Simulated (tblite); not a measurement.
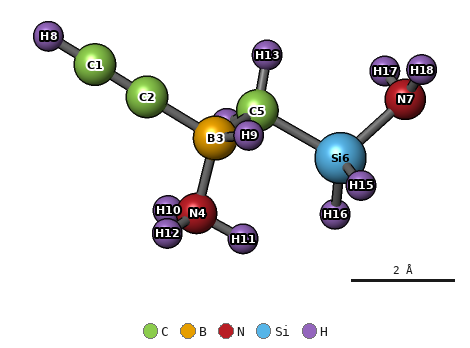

Fig. 1: The starting structure (ball-and-stick view, seen at a tilt; atoms are numbered from 1 in the order of the input).

Run report: C3H11BN2Si, geometry relaxation (part 1 of 4)

- system: C3H11BN2Si
- method: GFN2-xTB geometry optimisation, gas phase (tblite 0.8.0)

It belongs to a series of runs on one base structure; here: constitutional isomer.

## Input
```
{"job": {"kind": "relax", "xc": "GFN2-xTB", "basis": "xTB"}, "charge": 0, "multiplicity": 1}
C     -2.800300     2.158300    -0.029100
C     -1.990000     1.303500     0.213800
B     -0.924000     0.206700     0.538900
N     -1.484700    -1.165100     0.098200
C      0.401700     0.411500    -0.269900
Si     1.663600    -0.862600     0.246700
N      3.290700    -0.104200     0.192300
H     -3.522500     2.909700    -0.260100
H     -0.715700     0.216800     1.724300
H     -1.631000    -1.075800    -0.930400
H     -0.752000    -1.861700     0.331100
H     -2.383800    -1.330100     0.592500
H      0.837500     1.414200    -0.199200
H      0.167200     0.207500    -1.364100
H      1.386100    -1.329300     1.619800
H      1.663800    -1.998000    -0.674300
H      3.371500     0.436800    -0.690200
H      3.413200     0.468100     1.053800
```

The first line tells a small driver script what to run in tblite; the rest is the geometry in Å.

Launch command:
```bash
OMP_NUM_THREADS=1 python <driver script> task.json out
```

## What the program printed
```
step      E/eV     max force
  0    -564.48848    2.461
  1    -564.73756    1.021
  2    -564.79090    2.518
  3    -564.80056    2.252
  4    -564.84774    0.613
  5    -564.86849    0.364
  6    -564.89146    0.674
  7    -564.90335    0.444
  8    -564.91693    0.245
  9    -564.92948    0.309
 10    -564.94178    0.413
 11    -564.95151    0.258
 12    -564.95993    0.235
 13    -564.96779    0.295
 14    -564.97520    0.319
 15    -564.98209    0.242
 16    -564.98912    0.316
 17    -564.99635    0.278
 18    -565.00237    0.250
 19    -565.00605    0.143
 20    -565.00854    0.122
 21    -565.01100    0.160
 22    -565.01345    0.179
 23    -565.01539    0.110
 24    -565.01671    0.086
 25    -565.01784    0.100
 26    -565.01905    0.129
 27    -565.02013    0.093
 28    -565.02092    0.064
 29    -565.02154    0.062
 30    -565.02217    0.084
 31    -565.02280    0.078
 32    -565.02332    0.060
 33    -565.02372    0.055
 34    -565.02412    0.067
 35    -565.02459    0.077
 36    -565.02509    0.061
 37    -565.02561    0.062
 38    -565.02620    0.058
 39    -565.02699    0.081
 40    -565.02793    0.090
 41    -565.02879    0.065
 42    -565.02943    0.059
 43    -565.03000    0.055
 44    -565.03071    0.084
 45    -565.03172    0.112
 46    -565.03292    0.124
 47    -565.03406    0.100
 48    -565.03499    0.095
 49    -565.03578    0.074
 50    -565.03654    0.077
 51    -565.03730    0.083
 52    -565.03796    0.072
 53    -565.03853    0.059
 54    -565.03908    0.065
 55    -565.03968    0.079
 56    -565.04037    0.080
 57    -565.04119    0.095
 58    -565.04194    0.074
 59    -565.04251    0.047
 60    -565.04299    0.061
 61    -565.04364    0.098
 62    -565.04457    0.126
 63    -565.04574    0.112
 64    -565.04671    0.067
 65    -565.04737    0.059
 66    -565.04773    0.057
 67    -565.04808    0.050
 68    -565.04833    0.042
 69    -565.04854    0.035
 70    -565.04873    0.040
 71    -565.04898    0.040
 72    -565.04929    0.041
 73    -565.04964    0.053
 74    -565.05003    0.052
 75    -565.05049    0.050
 76    -565.05097    0.062
 77    -565.05142    0.063
 78    -565.05188    0.057
 79    -565.05240    0.056
 80    -565.05296    0.054
 81    -565.05339    0.039
 82    -565.05360    0.026
 83    -565.05371    0.028
 84    -565.05381    0.037
 85    -565.05399    0.038
 86    -565.05424    0.043
 87    -565.05442    0.047
 88    -565.05457    0.041
 89    -565.05474    0.034
 90    -565.05504    0.049
 91    -565.05549    0.063
 92    -565.05599    0.060
 93    -565.05637    0.045
 94    -565.05663    0.040
 95    -565.05686    0.044
 96    -565.05717    0.054
 97    -565.05757    0.055
 98    -565.05795    0.041
 99    -565.05820    0.030
100    -565.05837    0.043
101    -565.05851    0.031
102    -565.05866    0.037
103    -565.05880    0.026
104    -565.05891    0.021
105    -565.05898    0.023
106    -565.05905    0.024
107    -565.05914    0.055
108    -565.05926    0.028
109    -565.05941    0.024
110    -565.05951    0.024
111    -565.05958    0.025
112    -565.05971    0.028
113    -565.05990    0.033
114    -565.06015    0.034
115    -565.06036    0.028
116    -565.06049    0.019
117    -565.06057    0.020
118    -565.06064    0.019
119    -565.06072    0.020
120    -565.06081    0.015
121    -565.06089    0.021
122    -565.06094    0.018
123    -565.06101    0.017
124    -565.06106    0.016
125    -565.06110    0.012
126    -565.06113    0.011
127    -565.06115    0.011
128    -565.06117    0.012
129    -565.06121    0.018
130    -565.06125    0.023
131    -565.06129    0.022
132    -565.06135    0.020
133    -565.06141    0.024
134    -565.06149    0.026
135    -565.06159    0.035
136    -565.06172    0.039
137    -565.06187    0.032
138    -565.06205    0.036
139    -565.06226    0.037
140    -565.06245    0.042
141    -565.06260    0.036
142    -565.06273    0.024
143    -565.06287    0.031
144    -565.06305    0.033
145    -565.06319    0.033
146    -565.06329    0.032
147    -565.06336    0.021
148    -565.06343    0.018
149    -565.06351    0.021
150    -565.06360    0.022
151    -565.06366    0.017
152    -565.06370    0.010
153    -565.06372    0.011
154    -565.06375    0.009
```

## Trajectory as extended XYZ (Å, eV, eV/Å), 45 of the 155 frames kept, from step=0 to step=154
```
18
Properties=species:S:1:pos:R:3:forces:R:3 step=0 energy=-564.48848
C    -2.8003    2.1583   -0.0291   -0.2860   0.2280  -0.1380
C    -1.9900    1.3035    0.2138   -0.2510  -0.0390  -0.1450
B    -0.9240    0.2067    0.5389   -0.7010   1.8850   1.4180
N    -1.4847   -1.1651    0.0982   -0.7900  -1.2090  -0.4480
C     0.4017    0.4115   -0.2699    0.5280  -0.1470  -1.8450
Si    1.6636   -0.8626    0.2467    1.6960   0.5250   0.2530
N     3.2907   -0.1042    0.1923   -1.1220  -0.1010   0.2560
H    -3.5225    2.9097   -0.2601    0.3740  -0.3270   0.1440
H    -0.7157    0.2168    1.7243   -0.1510  -0.1950   0.0670
H    -1.6310   -1.0758   -0.9304    0.0760  -0.4290   1.0080
H    -0.7520   -1.8617    0.3311   -0.8960   0.3710  -0.3330
H    -2.3838   -1.3301    0.5925    0.8050  -0.1430  -0.5630
H     0.8375    1.4142   -0.1992   -0.2470  -0.1830  -0.1390
H     0.1672    0.2075   -1.3641    0.3410   0.6170   0.7900
H     1.3861   -1.3293    1.6198    0.2270  -0.0760  -0.1100
H     1.6638   -1.9980   -0.6743    0.0730  -0.2650  -0.1120
H     3.3715    0.4368   -0.6902    0.1950  -0.2090   1.2370
H     3.4132    0.4681    1.0538    0.1290  -0.3030  -1.3400
18
Properties=species:S:1:pos:R:3:forces:R:3 step=4 energy=-564.84774
C    -2.8120    2.1661   -0.0354    0.2530  -0.3130   0.0540
C    -2.0069    1.3057    0.2092   -0.4370   0.4220  -0.0810
B    -0.9344    0.2739    0.5757    0.1360  -0.0350   0.0130
N    -1.5051   -1.1860    0.0938    0.0140   0.2040   0.1350
C     0.4169    0.4025   -0.3053   -0.1070   0.0280   0.0660
Si    1.7039   -0.8529    0.2504   -0.1870  -0.1240  -0.0830
N     3.2616   -0.1144    0.2002    0.1670  -0.2050   0.0420
H    -3.5160    2.9061   -0.2576   -0.1930   0.2090  -0.0710
H    -0.7240    0.2088    1.7415   -0.0930   0.0070   0.1970
H    -1.6332   -1.0992   -0.9059   -0.0960  -0.1800  -0.0520
H    -0.7849   -1.8601    0.3183   -0.1380  -0.1430  -0.0300
H    -2.3736   -1.3491    0.5773   -0.2270  -0.2590   0.0110
H     0.8272    1.4078   -0.2129    0.0130   0.0210  -0.1390
H     0.1786    0.2391   -1.3583    0.0450   0.2420  -0.1290
H     1.4045   -1.3324    1.6112    0.2350  -0.0440  -0.0470
H     1.6722   -2.0071   -0.6744    0.1350  -0.0550   0.0370
H     3.3877    0.4322   -0.6386    0.2300   0.0760   0.0490
H     3.4288    0.4653    1.0050    0.2500   0.1480   0.0280
18
Properties=species:S:1:pos:R:3:forces:R:3 step=7 energy=-564.90335
C    -2.8254    2.1736   -0.0432   -0.3050   0.3080  -0.0980
C    -2.0260    1.3179    0.2110    0.2340  -0.1520   0.1370
B    -0.9307    0.2930    0.5880   -0.2610  -0.1150  -0.0090
N    -1.5165   -1.1735    0.1071   -0.1530  -0.2140  -0.0350
C     0.4112    0.4054   -0.3075   -0.0380   0.0920  -0.0990
Si    1.6972   -0.8599    0.2408    0.2210   0.1970  -0.0530
N     3.2756   -0.1342    0.2084    0.0680   0.1280   0.0140
H    -3.5318    2.9239   -0.2639    0.0070  -0.0370  -0.0200
H    -0.7384    0.2088    1.7677   -0.0600   0.0840  -0.1050
H    -1.6462   -1.1273   -0.9010   -0.0770   0.0100   0.1160
H    -0.8123   -1.8761    0.3122   -0.0940   0.0280   0.0650
H    -2.3942   -1.3852    0.5718    0.0110  -0.0250  -0.0430
H     0.8267    1.4088   -0.2326    0.0880   0.0720   0.0540
H     0.1854    0.2775   -1.3733   -0.0620   0.0420   0.0570
H     1.4399   -1.3397    1.6037    0.1350  -0.0600   0.0240
H     1.6922   -2.0183   -0.6712    0.0900  -0.0740  -0.0350
H     3.4213    0.4351   -0.6155    0.1280  -0.1450  -0.0690
H     3.4632    0.4765    0.9916    0.0670  -0.1410   0.0980
18
Properties=species:S:1:pos:R:3:forces:R:3 step=10 energy=-564.94178
C    -2.8481    2.1893   -0.0534    0.2740  -0.2870   0.1140
C    -2.0403    1.3382    0.2232   -0.2770   0.2010  -0.1070
B    -0.9597    0.2894    0.5914    0.0460   0.0790  -0.1210
N    -1.5454   -1.1887    0.1159   -0.0310  -0.0110  -0.0070
C     0.4007    0.4202   -0.3140    0.0510  -0.0630   0.1370
Si    1.7162   -0.8418    0.2246   -0.0180  -0.0220   0.0240
N     3.3018   -0.1341    0.2162   -0.0090   0.0470  -0.0370
H    -3.5510    2.9406   -0.2752   -0.0110  -0.0020  -0.0260
H    -0.7613    0.2215    1.7726   -0.0480   0.0060  -0.1620
H    -1.6720   -1.1489   -0.8878   -0.0770   0.0640  -0.1130
H    -0.8451   -1.8901    0.3203    0.0930  -0.0310   0.1160
H    -2.4209   -1.4218    0.5660   -0.1410   0.0370   0.0940
H     0.8375    1.4203   -0.2389   -0.0980  -0.0240   0.1570
H     0.1790    0.3160   -1.3816   -0.1020  -0.0710   0.0330
H     1.4942   -1.3531    1.5959    0.0860   0.0620  -0.1470
H     1.7251   -2.0337   -0.6708    0.0610   0.1780   0.0530
H     3.4747    0.4169   -0.6119    0.1630  -0.0630  -0.1030
H     3.5059    0.4661    1.0016    0.0360  -0.1020   0.0950
18
Properties=species:S:1:pos:R:3:forces:R:3 step=14 energy=-564.97520
C    -2.8605    2.1960   -0.0545   -0.1850   0.1810  -0.0740
C    -2.0609    1.3445    0.2196    0.1690  -0.2500  -0.1020
B    -0.9787    0.2949    0.5721   -0.0190  -0.0840   0.0620
N    -1.5780   -1.2068    0.1191    0.0090   0.0960   0.0060
C     0.3947    0.4209   -0.3033   -0.0850  -0.0110  -0.0490
Si    1.7344   -0.8219    0.2123   -0.0030   0.0750  -0.0330
N     3.3197   -0.1243    0.2135    0.0130  -0.0630  -0.0310
H    -3.5625    2.9463   -0.2873    0.0070  -0.0170   0.0160
H    -0.7901    0.2330    1.7444   -0.0040  -0.0390   0.1040
H    -1.7079   -1.1559   -0.8875   -0.0050  -0.0770   0.0800
H    -0.8644   -1.8951    0.3473   -0.1180   0.1120  -0.0530
H    -2.4577   -1.4366    0.5749    0.0920   0.0990  -0.0200
H     0.8228    1.4234   -0.2062   -0.1190  -0.0330   0.0820
H     0.1565    0.3296   -1.3705    0.0620  -0.0410   0.0420
H     1.5545   -1.3520    1.5679   -0.0070   0.0220   0.1050
H     1.7652   -2.0094   -0.6662    0.0210   0.0370  -0.1260
H     3.5556    0.3869   -0.6252    0.1170   0.0040   0.1080
H     3.5486    0.4330    1.0237    0.0530  -0.0100  -0.1180
18
Properties=species:S:1:pos:R:3:forces:R:3 step=18 energy=-565.00237
C    -2.8755    2.2002   -0.0620    0.1470  -0.2020  -0.0130
C    -2.0796    1.3287    0.1773   -0.1240   0.1860  -0.0030
B    -1.0008    0.2861    0.5698   -0.1170  -0.0530   0.0200
N    -1.6069   -1.1951    0.1255   -0.0130  -0.0600  -0.0050
C     0.3740    0.4143   -0.2924    0.0320   0.0040   0.0800
Si    1.7475   -0.7966    0.1989    0.0820  -0.0640   0.0430
N     3.3440   -0.1332    0.2039    0.1100  -0.0020   0.0220
H    -3.5752    2.9516   -0.2957    0.0000  -0.0070   0.0040
H    -0.8201    0.2319    1.7464   -0.0490   0.0020   0.0480
H    -1.7445   -1.1815   -0.8787   -0.0040   0.0170  -0.0610
H    -0.9014   -1.8810    0.3620    0.0880  -0.0660   0.0110
H    -2.4805   -1.4237    0.5857   -0.0770   0.0980   0.0750
H     0.7735    1.4203   -0.1551   -0.0270   0.0760  -0.0330
H     0.1504    0.3332   -1.3593    0.0430   0.0180  -0.0640
H     1.6100   -1.3399    1.5605   -0.0510   0.0510   0.0130
H     1.8076   -1.9709   -0.6953   -0.0430   0.0250  -0.1150
H     3.6642    0.3605   -0.6134   -0.0200  -0.0360  -0.0790
H     3.6046    0.4014    1.0160    0.0230   0.0140   0.0580
18
Properties=species:S:1:pos:R:3:forces:R:3 step=21 energy=-565.01100
C    -2.8774    2.1940   -0.0705   -0.0970   0.0730  -0.0690
C    -2.0819    1.3270    0.1687    0.0670  -0.1110   0.0940
B    -1.0174    0.2736    0.5708    0.1350   0.0660  -0.0070
N    -1.6147   -1.1995    0.1254   -0.0100  -0.0450   0.0020
C     0.3705    0.4129   -0.2832    0.0430  -0.0100  -0.0060
Si    1.7604   -0.7933    0.1990    0.0060   0.0120  -0.0250
N     3.3624   -0.1358    0.2027    0.0110  -0.0390   0.0200
H    -3.5758    2.9490   -0.2965    0.0050  -0.0040  -0.0140
H    -0.8339    0.2309    1.7508   -0.0860  -0.0230  -0.0130
H    -1.7534   -1.1851   -0.8804   -0.0070  -0.0120   0.0320
H    -0.9026   -1.8804    0.3662   -0.0440  -0.0330  -0.0110
H    -2.4900   -1.4033    0.5965    0.0050   0.0140   0.0060
H     0.7554    1.4269   -0.1425   -0.0300  -0.0150  -0.0360
H     0.1556    0.3320   -1.3575    0.0540   0.0360   0.0890
H     1.6144   -1.3299    1.5637   -0.0260   0.0280  -0.0260
H     1.8116   -1.9555   -0.7195   -0.0330   0.0690  -0.0250
H     3.6882    0.3486   -0.6197   -0.0320  -0.0350   0.0180
H     3.6201    0.3941    1.0201    0.0410   0.0280  -0.0260
18
Properties=species:S:1:pos:R:3:forces:R:3 step=24 energy=-565.01671
C    -2.8826    2.1879   -0.0841    0.0100  -0.0140   0.0030
C    -2.0870    1.3235    0.1711    0.0160  -0.0040   0.0060
B    -1.0158    0.2748    0.5726   -0.0130  -0.0370  -0.0080
N    -1.6238   -1.2063    0.1275    0.0320   0.0640   0.0150
C     0.3741    0.4116   -0.2749    0.0060   0.0550   0.0020
Si    1.7720   -0.7893    0.1960   -0.0160   0.0700   0.0020
N     3.3803   -0.1448    0.2056   -0.0080  -0.0110   0.0050
H    -3.5783    2.9487   -0.3006    0.0050  -0.0300  -0.0290
H    -0.8581    0.2268    1.7558   -0.0090  -0.0190  -0.0180
H    -1.7639   -1.1930   -0.8778   -0.0210  -0.0120   0.0320
H    -0.9128   -1.8882    0.3682   -0.0770  -0.0370   0.0090
H    -2.5001   -1.3897    0.6057    0.0470  -0.0250  -0.0210
H     0.7380    1.4318   -0.1385    0.0710   0.0290   0.0340
H     0.1667    0.3399   -1.3487   -0.0040  -0.0270   0.0090
H     1.6191   -1.3187    1.5607   -0.0170  -0.0130  -0.0140
H     1.8129   -1.9345   -0.7424   -0.0160   0.0450  -0.0030
H     3.7079    0.3335   -0.6196   -0.0200  -0.0360   0.0040
H     3.6424    0.3924    1.0175    0.0130   0.0030  -0.0280
18
Properties=species:S:1:pos:R:3:forces:R:3 step=28 energy=-565.02092
C    -2.8836    2.1800   -0.0928    0.0130  -0.0080   0.0150
C    -2.0871    1.3198    0.1731   -0.0060   0.0040  -0.0430
B    -1.0169    0.2702    0.5722    0.0010   0.0360   0.0290
N    -1.6250   -1.2027    0.1309   -0.0230  -0.0570  -0.0140
C     0.3774    0.4227   -0.2669   -0.0120   0.0190   0.0120
Si    1.7762   -0.7745    0.1957   -0.0220  -0.0260   0.0260
N     3.3921   -0.1530    0.2083   -0.0080   0.0040  -0.0090
H    -3.5785    2.9406   -0.3110   -0.0050  -0.0210  -0.0320
H    -0.8761    0.2193    1.7554    0.0500  -0.0140   0.0370
H    -1.7761   -1.1993   -0.8720    0.0070   0.0110  -0.0320
H    -0.9335   -1.9031    0.3730    0.0250  -0.0190   0.0010
H    -2.5001   -1.3831    0.6103   -0.0310   0.0160   0.0230
H     0.7407    1.4430   -0.1273    0.0170   0.0210   0.0060
H     0.1730    0.3407   -1.3401   -0.0100   0.0400  -0.0070
H     1.6182   -1.3136    1.5545   -0.0110  -0.0280   0.0100
H     1.8098   -1.9064   -0.7589   -0.0080   0.0280   0.0080
H     3.7190    0.3139   -0.6227    0.0170  -0.0130  -0.0260
H     3.6617    0.3918    1.0122    0.0070   0.0080  -0.0040
```
